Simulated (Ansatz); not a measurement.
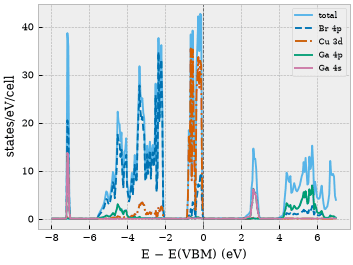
*Total and projected density of states of GaCuBr4 in space group P-42c (No. 112; Ga on 2d, Cu on 2e, Br on 8n), DFT-r²SCAN in the program Ansatz with PAW potentials*

Question: Which orbitals carry the states next to the gap?

Answer: Top 1 eV of the valence band: Cu 3d 83 %, Br 4p 14 %. Bottom 1 eV of the conduction band: Br 4p 43 %, Ga 4s 42 %, outside the projected shells 6 %. Projections are on Löwdin-orthogonalised atomic valence shells; empty p or d shells of many metals are not among them.

The first step of the workflow began from a Materials Project structure, measured or hypothetical; the Crystallography Open Database copy checked does not list it. Its standing as an ambient phase is unchecked. The cell was relaxed with r²SCAN under the symmetry of its start; its stability against distortions is not shown here. The run is not spin-polarised. Scalar-relativistic: spin–orbit coupling is off unless named, which matters more the heavier the elements.

Potentials: the later of the program's two PAW sets.
